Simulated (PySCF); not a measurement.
# H$_{4}$Hf: what the fields show

Input file:

```
mol = gto.M(atom='''
Hf     0.00000     0.00000     0.00000
H      1.51431     0.00000     1.06929
H     -0.00000     1.51431    -1.06929
H     -1.51431    -0.00000     1.06929
H      0.00000    -1.51431    -1.06929''',
    basis={'Hf': 'def2-SVP', 'H': 'def2-SVP'},
    ecp={'Hf': 'def2-SVP'},
    charge=0, spin=0)
mf = dft.RKS(mol, xc='PBE')
mf.grids.atom_grid = (75, 302)  # f atoms: at least (60, 302), unpruned
mf = mf.density_fit()  # Hf def2-universal-JKFIT, H def2-universal-JKFIT
mf.conv_tol = 1e-09; mf.max_cycle = 55
mf.kernel(dm0)
```

Run with:

```sh
OMP_NUM_THREADS=2 python run.py
```

Core potentials replace the inner electrons of Hf.

Computed with RKS PBE, Hf def2-SVP with ECP60, H def2-SVP; non-relativistic Hamiltonian with scalar-relativistic core potentials where named; density fitting in PySCF 2.14.0.

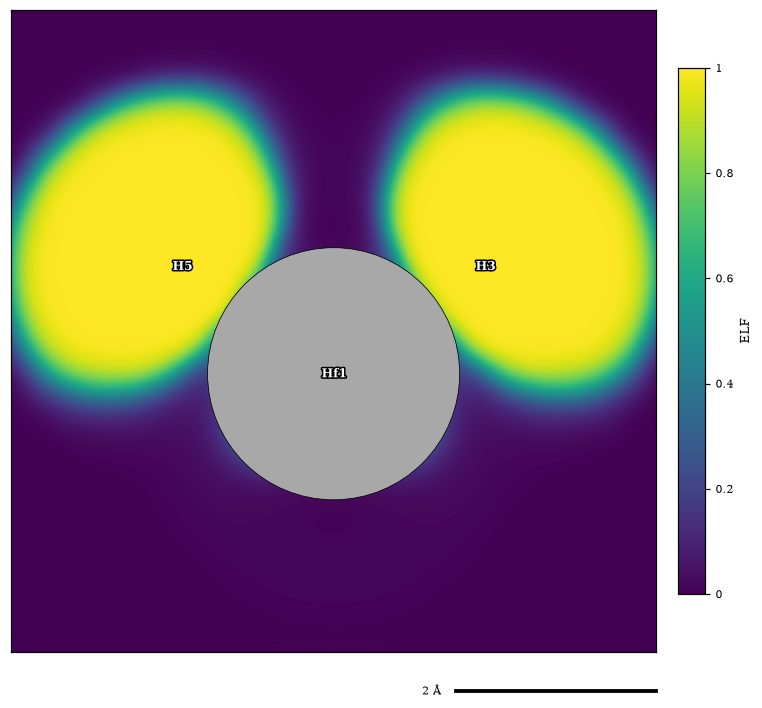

Figure 1. ELF on the plane of atoms H3, Hf1 and H5. Grey discs cover the atomic cores.

> Read the bonding off the picture.

Atoms in the plane: Hf and H. Hf–H (1.85 Å): the ELF climbs to about 1 towards the hydrogen.

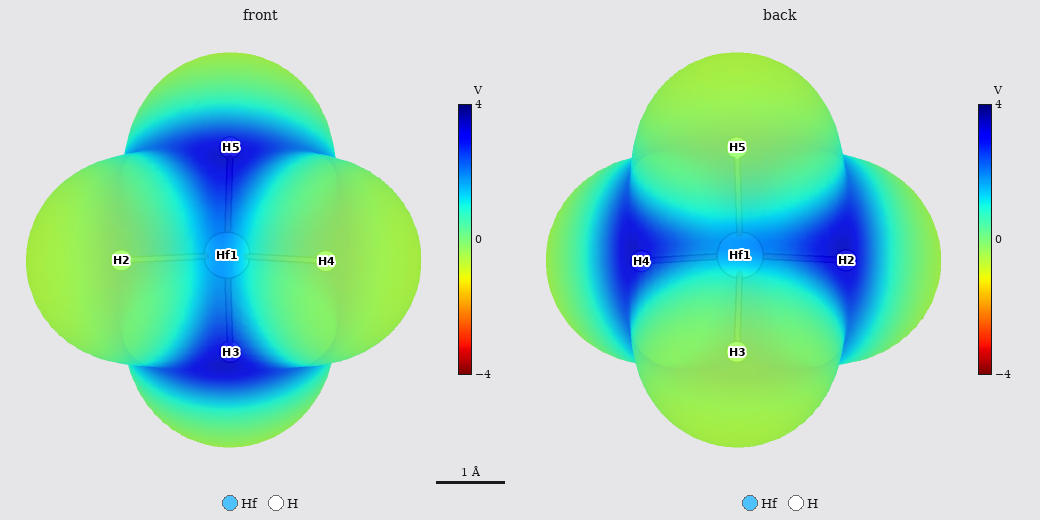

Figure 2. The molecular electrostatic potential painted on the density surface at 0.002 e/bohr³, seen from the front and from behind; red is negative and blue positive.

> Describe the electrostatic potential map.

The most negative region (about −0.6 V) lies over H2, H3, H4 and H5, the most positive (about +3.3 V) over Hf1.

> How polar is the molecule by this calculation?

Its dipole moment is zero.

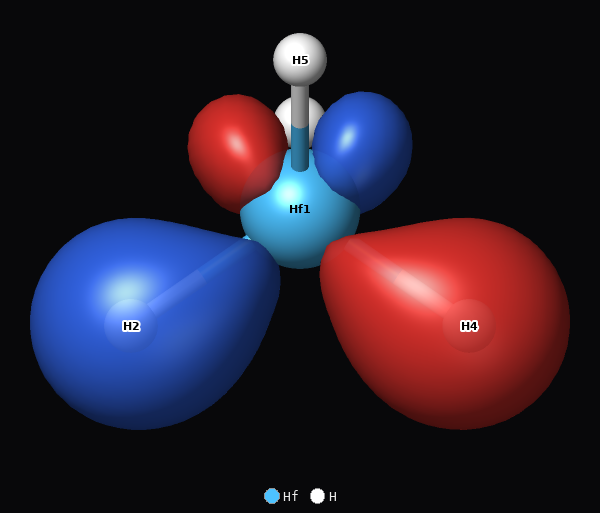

Figure 3. The HOMO at ±0.15 Å⁻³ᐟ² (blue and red are the two phases), seen from one side.

> Describe this orbital and give its energy.

Its weight (Hirshfeld) is mainly on Hf1 (about 45 %), H2 (about 30 %) and H4 (about 30 %). It is one of a degenerate set, so its orientation is arbitrary. Its energy is −7.07 eV.
